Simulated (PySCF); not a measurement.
System: CsCl.

| atom | x (Å) | y (Å) | z (Å) |
| --- | --- | --- | --- |
| Cs | 0.0000 | 0.0000 | -0.6247 |
| Cl | 0.0000 | 0.0000 | 2.3743 |

Core potentials replace the inner electrons of Cs.

Theory: PBE0/def2-SVPD, non-relativistic Hamiltonian with scalar-relativistic core potentials where named, at a bond length of 2.999 Å (PySCF).

Q: What can the converged electron density and electron localisation function tell about the bonding?

A: Cs–Cl (3.00 Å): ρ at the midpoint is about 0.19 e/Å³; the ELF peaks at about 0.85 in the valence shell of Cl, 0.9 Å from its nucleus, and drops to about 0.10 between the two atoms: an ionic contact with no shared pair.

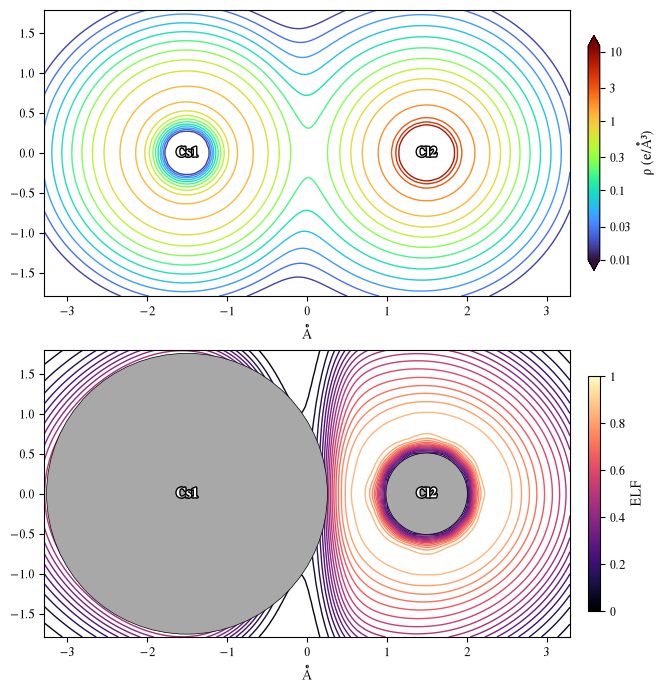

Computed electron density and electron localisation function on a plane that holds the molecular axis, in this order. Grey discs cover the atomic cores in the ELF map. 
